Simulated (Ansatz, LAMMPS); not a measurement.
# Gap against volume in amorphous polyisobutylene (as short chains C10H22), from a frame at 250 K, (128 atoms)

Density of this cell: 0.881 g/cm³. The cell holds 128 atoms: 40 C and 88 H. Its edges and angles: a = 10.067 Å, b = 10.286 Å, c = 10.367 Å, α = 90.1°, β = 90.9°, γ = 89.1°. The starting structure: 4 polyisobutylene chains of 2 units with methyl end groups placed at random, at 0.886 g/cm³; overlaps pushed apart, then 20 ps at 800 K with MMFF94 bonds, angles, torsions, charges and radii (Halgren, J. Comput. Chem. 17, 490 (1996)) in harmonic and 12-6 forms. Snapshot after 30 ps at 250 K and fixed volume.

Calculated with Ansatz 0.2.0: Kohn-Sham DFT, PBE+D4, PAW (set soft_2), plane waves; cutoff 420 eV, Γ point, fixed occupations. The relaxed cell was scaled evenly and the atoms were relaxed at each volume. The gap is that between the highest filled and the lowest empty Kohn-Sham level on the run's k-points.

| volume (Å³/atom) | gap (eV) |
| --- | --- |
| 7.5465 | 6.065 |
| 7.8819 | 5.994 |
| 8.1334 | 5.939 |
| 8.3850 | 5.896 |
| 8.6365 | ? |
| 8.8881 | 5.804 |

**Question.** Fit a straight line in ln V to the rows given and interpolate to the withheld row.

**Working.**

A volume deformation potential makes the spacing linear in u = ln(V/V0), with V0 = 8.3850 Å³ the relaxed volume; v is the spacing.

```
u = ln(V/V0)  v (eV)
   -0.105360  6.0648
  -0.0618756  5.9943
  -0.0304596  5.9386
           0  5.8957
   0.0582680  5.8045
```

With n = 5: mean u = -0.0278854, mean v = 5.93958, Σ(u − ū)² = 0.015364, Σ(u − ū)(v − v̄) = -0.024420. Slope b = -0.024420 / 0.015364 = -1.5894; intercept a = v̄ − b ū = 5.8953.

At the withheld volume u = 0.02956, and v = a + b u.

Prediction at 8.6365: 5.848 eV. The run gave 5.856 eV, so the fit is low by 0.0074 eV (0.13 % of the value).

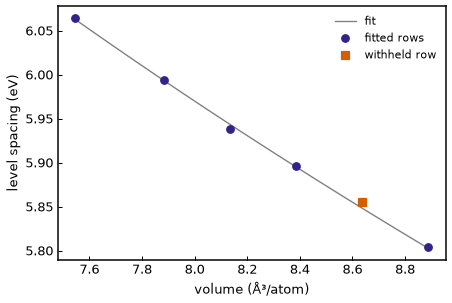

The fit, the rows that it rests on and the withheld row.

The slope, -1.59 eV, says that the spacing narrows on expansion. Among the rows given, the largest miss of the fit is at 8.1334, by 0.0051 eV (1.9 % of the range of the table).

Limits: The table spans 16 % in volume, wide for a linear law. Semilocal functionals tend to put gaps under measured ones. Only the Γ point is sampled. Defect or tail levels can set the spacing of a disordered cell.

[Logs are printed without paths, hosts, clocks, repeated set-up lines and the standing remarks that a program may print on its own settings, such as how far it seeks lower states.]

[Hosts, paths, dates, database ids (printed as entryN), source tags and the programs' standing remarks are cut or masked in the printed files.]

[The MMFF94 radii named for the starting cell were scaled by 0.96; in molecules described by MMFF94, hydrogen bound to N, O or S took a small fixed 12-6 site in their place.]
